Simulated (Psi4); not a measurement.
Single-point calculation of InHF (part 2 of 2)

Continued. System: InHF, multiplicity 2. Method: SCS-OMP2/def2-SV(P), UHF, core potentials def2 (Psi4 1.11). The geometry comes from this level: PBE0-D4/def2-TZVP.

Geometry of the input (Å):
```
F  1.0884  0.9895  0.6943
In -0.5225  0.3551  -0.2448
H  -0.5769  -1.4094  -0.4628
```

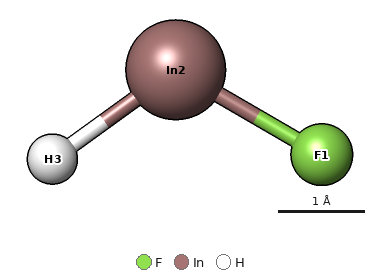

Figure 1. The structure as given in the input (ball-and-stick view, seen on its broad side; atoms are numbered from 1 in the order of the input). Sticks mark near contacts.

Output, continued
```
  Module OCC Options:
  ----------------------------------------------------------------------------
  ACTIVE                        => (empty)
  BASIS_RELATIVISTIC            => (empty)
  BENCH                         => (empty)
  CACHELEVEL                    => (empty)
  CCL_ENERGY                    => (empty)
  CC_MAXITER                    => (empty)
  CC_TYPE                       => (empty)
  CEPA_OS_SCALE                 => (empty)
  CEPA_SOS_SCALE                => (empty)
  CEPA_SS_SCALE                 => (empty)
  CEPA_TYPE                     => (empty)
  CI_TYPE                       => (empty)
  CUBEPROP_BASIS_FUNCTIONS      => (empty)
  CUBEPROP_FILEPATH             => (empty)
  CUBEPROP_ISOCONTOUR_THRESHOLD => (empty)
  CUBEPROP_ORBITALS             => (empty)
  CUBEPROP_TASKS                => (empty)
  CUBIC_BASIS_TOLERANCE         => (empty)
  CUBIC_BLOCK_MAX_POINTS        => (empty)
  CUBIC_GRID_OVERAGE            => (empty)
  CUBIC_GRID_SPACING            => (empty)
  CUTOFF                        => (empty)
  DDX                           => (empty)
  DEBUG                         => (empty)
  DERTYPE                       => (empty)
  DF_BASIS_CC                   => (empty)
  DIE_IF_NOT_CONVERGED          => (empty)
  DIIS_MAX_VECS                 => (empty)
  DIIS_MIN_VECS                 => (empty)
  DKH_ORDER                     => (empty)
  DOCC                          => (empty)
  DO_DIIS                       => (empty)
  DO_LEVEL_SHIFT                => (empty)
  DO_SCS                        => (empty)
  DO_SOS                        => (empty)
  E3_SCALE                      => (empty)
  EA_POLES                      => (empty)
  EKT_EA                        => (empty)
  EKT_IP                        => (empty)
  EP_EA_POLES                   => (empty)
  EP_IP_POLES                   => (empty)
  EP_MAXITER                    => (empty)
  EXTERNAL_POTENTIAL_SYMMETRY   => (empty)
  E_CONVERGENCE                 => 1e-06           !
  FREEZE_CORE                   => (empty)
  FREEZE_CORE_POLICY            => (empty)
  FROZEN_DOCC                   => (empty)
  FROZEN_UOCC                   => (empty)
  INTEGRAL_PACKAGE              => (empty)
  IP_POLES                      => (empty)
  LEVEL_SHIFT                   => (empty)
  LITERAL_CFOUR                 => (empty)
  LS_THC_BASIS_TOLERANCE        => (empty)
  LS_THC_DF                     => (empty)
  LS_THC_PRUNING_SCHEME         => (empty)
  LS_THC_RADIAL_POINTS          => (empty)
  LS_THC_SPHERICAL_POINTS       => (empty)
  LS_THC_S_EPSILON              => (empty)
  LS_THC_WEIGHTS_TOLERANCE      => (empty)
  MAT_NUM_COLUMN_PRINT          => (empty)
  MAX_MOGRAD_CONVERGENCE        => (empty)
  MAX_RADIAL_MOMENT             => (empty)
  MBIS_D_CONVERGENCE            => (empty)
  MBIS_MAXITER                  => (empty)
  MBIS_PRUNING_SCHEME           => (empty)
  MBIS_RADIAL_POINTS            => (empty)
  MBIS_SPHERICAL_POINTS         => (empty)
  MOGRAD_DAMPING                => (empty)
  MOLDEN_WITH_VIRTUAL           => (empty)
  MO_MAXITER                    => (empty)
  MO_READ                       => (empty)
  MO_STEP_MAX                   => (empty)
  MO_WRITE                      => (empty)
  MP2_OS_SCALE                  => (empty)
  MP2_SOS_SCALE                 => (empty)
  MP2_SOS_SCALE2                => (empty)
  MP2_SS_SCALE                  => (empty)
  MP2_TYPE                      => CONV            !
  MP_TYPE                       => (empty)
  NAT_ORBS                      => (empty)
  NUM_FROZEN_DOCC               => (empty)
  NUM_FROZEN_UOCC               => (empty)
  NUM_GPUS                      => (empty)
  OCC_ORBS_PRINT                => (empty)
  OEPROP                        => (empty)
  OPT_METHOD                    => (empty)
  ORBITAL_OPTIMIZER_PACKAGE     => (empty)
  ORB_OPT                       => TRUE            !
  ORB_RESP_SOLVER               => (empty)
  ORTH_TYPE                     => (empty)
  OS_SCALE                      => (empty)
  PARENT_SYMMETRY               => (empty)
  PCG_BETA_TYPE                 => (empty)
  PCG_CONVERGENCE               => (empty)
  PCG_MAXITER                   => (empty)
  PCM                           => (empty)
  PE                            => (empty)
  PRINT                         => (empty)
  PRINT_NOONS                   => (empty)
  PROPERTIES                    => (empty)
  PROPERTIES_ORIGIN             => (empty)
  PUREAM                        => (empty)
  QC_MODULE                     => (empty)
  RAS1                          => (empty)
  RAS2                          => (empty)
  RAS3                          => (empty)
  RAS4                          => (empty)
  RELATIVISTIC                  => (empty)
  RELAXED                       => (empty)
  REMP_A                        => (empty)
  RESTRICTED_DOCC               => (empty)
  RESTRICTED_UOCC               => (empty)
  RMS_MOGRAD_CONVERGENCE        => (empty)
  R_CONVERGENCE                 => (empty)
  SCF_TYPE                      => PK              !
  SCREENING                     => (empty)
  SCS_TYPE                      => (empty)
  SOCC                          => (empty)
  SOS_TYPE                      => (empty)
  SPIN_SCALE_TYPE               => SCS             !
  SS_SCALE                      => (empty)
  SYMMETRIZE                    => (empty)
  TPDM_ABCD_TYPE                => (empty)
  WFN                           => (empty)
  WFN_TYPE                      => OMP2            !
  WRITER_FILE_LABEL             => (empty)
  ZORA_BASIS_TOLERANCE          => (empty)
  ZORA_NR_DEBUG                 => (empty)
  ZORA_PRUNING_SCHEME           => (empty)
  ZORA_RADIAL_POINTS            => (empty)
  ZORA_SPHERICAL_POINTS         => (empty)

 ==============================================================================
 ==============================================================================
 ==============================================================================

                             OMP2 (OO-MP2)

 ==============================================================================
 ==============================================================================
 ==============================================================================

	For this energy convergence, default RMS orbital gradient is:     3.16e-07
	For this energy convergence, default MAX orbital gradient is:     2.00e-06
	MO spaces per irreps...

	IRREP   FC   AOCC  BOCC  AVIR    BVIR  FV
	==========================================
	   A     0    16    15    26     27     0
	==========================================

	Computing MP2 energy using SCF MOs (Canonical MP2)...
	==============================================================================
	Nuclear Repulsion Energy (a.u.)    :    58.54247367390518
	SCF Energy (a.u.)                  :  -289.13968821581955
	REF Energy (a.u.)                  :  -289.13968821581938
	Alpha-Alpha Contribution (a.u.)    :    -0.03790504607847
	Alpha-Beta Contribution (a.u.)     :    -0.19572024130791
	Beta-Beta Contribution (a.u.)      :    -0.03646055432644
	Scaled_SS Correlation Energy (a.u.):    -0.02478853346830
	Scaled_OS Correlation Energy (a.u.):    -0.23486428956950
	SCS-MP2 Total Energy (a.u.)        :  -289.39934103885713
	SOS-MP2 Total Energy (a.u.)        :  -289.39412452951967
	SCSN-MP2 Total Energy (a.u.)       :  -289.27057167253201
	SCS-MP2-VDW Total Energy (a.u.)    :  -289.42739292489597
	SOS-PI-MP2 Total Energy (a.u.)     :  -289.41369655365048
	MP2 Correlation Energy (a.u.)      :    -0.27008584171282
	MP2 Total Energy (a.u.)            :  -289.40977405753222
	==============================================================================

	Number of alpha independent-pairs:416
	Number of beta independent-pairs :405

 ==============================================================================
 ================ Performing OMP2 iterations... ===============================
 ==============================================================================
	            Minimizing MP2-L Functional
	            ---------------------------
 Iter       E_total           DE           RMS MO Grad      MAX MO Grad      RMS T2
 ----    ---------------    ----------     -----------      -----------     ----------
   1     -289.4144350733     -4.66e-03       2.48e-03         2.23e-02        9.78e-08
   2     -289.4155662293     -1.13e-03       1.65e-03         1.58e-02        1.03e-08
   3     -289.4160180188     -4.52e-04       7.48e-04         6.24e-03        2.80e-08
   4     -289.4162893948     -2.71e-04       2.11e-04         1.95e-03        1.39e-08
   5     -289.4163357585     -4.64e-05       1.12e-04         1.49e-03        4.22e-09
   6     -289.4163492694     -1.35e-05       3.72e-05         3.30e-04        1.86e-09
   7     -289.4163503663     -1.10e-06       2.51e-05         3.31e-04        7.97e-10
   8     -289.4163509451     -5.79e-07       1.23e-05         1.18e-04        5.24e-10
   9     -289.4163510667     -1.22e-07       5.27e-06         7.26e-05        1.80e-10
  10     -289.4163510950     -2.84e-08       2.60e-06         3.63e-05        9.58e-11
  11     -289.4163511029     -7.90e-09       1.30e-06         1.70e-05        3.71e-11
  12     -289.4163511045     -1.59e-09       5.66e-07         5.20e-06        2.32e-11
  13     -289.4163511048     -2.19e-10       3.39e-07         2.91e-06        1.59e-11
  14     -289.4163511048     -7.08e-11       1.65e-07         2.15e-06        9.90e-12
  15     -289.4163511048     -1.75e-11       1.11e-07         1.81e-06        7.95e-12

 ==============================================================================
 ======================== OMP2 ITERATIONS ARE CONVERGED =======================
 ==============================================================================

	Computing MP2 energy using optimized MOs...
	==============================================================================
	Nuclear Repulsion Energy (a.u.)    :    58.54247367390518
	SCF Energy (a.u.)                  :  -289.13968821581955
	REF Energy (a.u.)                  :  -289.13163741315662
	Alpha-Alpha Contribution (a.u.)    :    -0.04023013475233
	Alpha-Beta Contribution (a.u.)     :    -0.20550273408340
	Beta-Beta Contribution (a.u.)      :    -0.03898082309890
	Scaled_SS Correlation Energy (a.u.):    -0.02640365261708
	Scaled_OS Correlation Energy (a.u.):    -0.24660328090008
	SCS-MP2 Total Energy (a.u.)        :  -289.40464434667382
	SOS-MP2 Total Energy (a.u.)        :  -289.37824069405673
	SCSN-MP2 Total Energy (a.u.)       :  -289.27104869897482
	SCS-MP2-VDW Total Energy (a.u.)    :  -289.43428639170895
	SOS-PI-MP2 Total Energy (a.u.)     :  -289.41934124087339
	MP2 Correlation Energy (a.u.)      :    -0.28471369193463
	MP2 Total Energy (a.u.)            :  -289.41635110509128
	==============================================================================

	==============================================================================
	================ OMP2 FINAL RESULTS ==========================================
	==============================================================================
	Nuclear Repulsion Energy (a.u.)    :    58.54247367390518
	SCF Energy (a.u.)                  :  -289.13968821581955
	REF Energy (a.u.)                  :  -289.13163741315662
	SCS-OMP2 Total Energy (a.u.)       :  -289.40464434667382
	SOS-OMP2 Total Energy (a.u.)       :  -289.37824069405673
	OMP2 Correlation Energy (a.u.)     :    -0.27666288902628
	Eomp2 - Eref (a.u.)                :    -0.28471369168921
	OMP2 Total Energy (a.u.)           :  -289.41635110484583
	==============================================================================

	total time  =          4 seconds =       0.07 minutes
```

Summary

| quantity | value |
| --- | --- |
| outcome | converged |
| total energy | −289.404644 hartree |
| SCF energy | −289.139688 hartree |
| MP2 energy | −289.409774 hartree |
| correlation energy | −0.264956 hartree |
| basis functions | 42 |
| ⟨S²⟩ | 0.770 |
| wall time | 6 s |
| peak memory | 0.2 GiB |
